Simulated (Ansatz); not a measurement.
Input file:

```
crystal:
  periodic: [false, false, false]
  atoms:
    - symbol: C
      position_ang: [-0.192207, -0.053400, -1.108473]
    - symbol: C
      position_ang: [-0.287177, 0.973894, -1.960919]
    - symbol: Cl
      position_ang: [0.232344, -3.195329, -1.579403]
    - symbol: F
      position_ang: [1.943960, -0.992540, -2.654502]
    - symbol: Si
      position_ang: [1.104510, -1.350846, -1.314221]
    - symbol: H
      position_ang: [-0.902129, -0.128455, -0.275236]
    - symbol: H
      position_ang: [-1.054138, 1.748501, -1.853093]
    - symbol: H
      position_ang: [0.399534, 1.079448, -2.807607]
    - symbol: H
      position_ang: [2.065739, -1.464756, -0.191901]
basis:
  gaussian: {orbitals: def2-TZVPD}
hamiltonian: {xc: {name: PBE0}}
output: {forces: true, orbitals: {seedname: orbitals}}
```

Run with:

```sh
ansatz run input.yaml --threads 2 --pin off --max-ram 4350MiB --events-out events.jsonl --progress --plain --runs-dir runs
```

Geometry: PBE0-D3(BJ)/def2-SVP.

All numbers below come from Ansatz 0.2.0, isolated molecule in a Gaussian basis; Kohn-Sham density functional theory, functional PBE0.

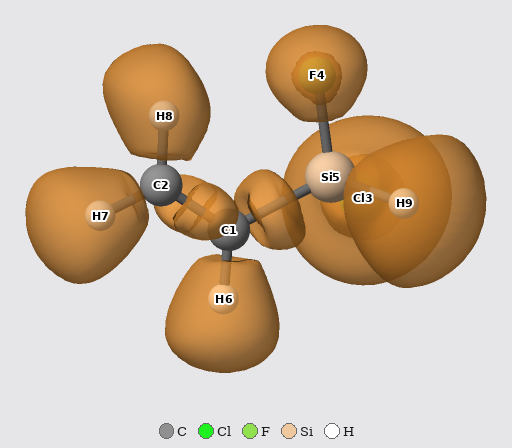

C$_{2}$H$_{4}$ClFSi. Isosurface of the ELF at 0.75 (orange), seen at a tilt. Only the valence region is drawn (cores and ρ < 0.01 e/Å³ removed).

Question: Identify the bonds, lone pairs and shells in this picture.

Answer: At this value the surface marks out one region between bonded C–C atoms (shared pairs), one region between bonded C–Si atoms (shared pairs), four regions around hydrogen nuclei, one region on Cl in which the atom's valence shell and bonds are merged and one region wrapped around F (its lone pairs, merged into a ring or cap). Profiles from the grid: C–C (1.34 Å): the ELF peaks at about 0.90 between the atoms; a short, multiple covalent bond. Si–F (1.62 Å): the ELF peaks at about 0.85 in the valence shell of F, 0.6 Å from its nucleus, and is about 0.50 at the midpoint.
